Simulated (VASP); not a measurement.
Band structure of VAs (space group Pnma). Method: LDA (Ceperley-Alder, Perdew-Zunger), VASP's LDA PAW potentials (set 64) (plane waves; VASP).

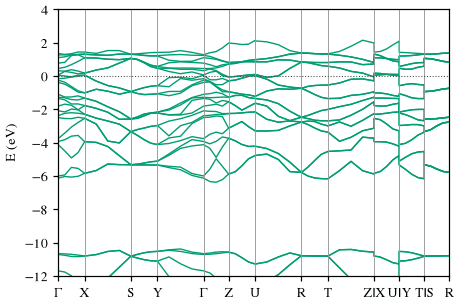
Fig. 1. Bands along high-symmetry lines, zero at the valence-band maximum or, without a gap, the Fermi level

Read the plot: is there a gap, and where are the band edges?

It has no gap at this level: it comes out as a metal or semimetal.

The structure comes from a computed database's VAs entry; how it stands against other phases isn't given here. The cell was not relaxed at this level. The k-mesh is coarse (spacing up to 0.37 per Å, 2π included), so the numbers may not be converged in it. The run is not spin-polarised, so no magnetic state was tried.
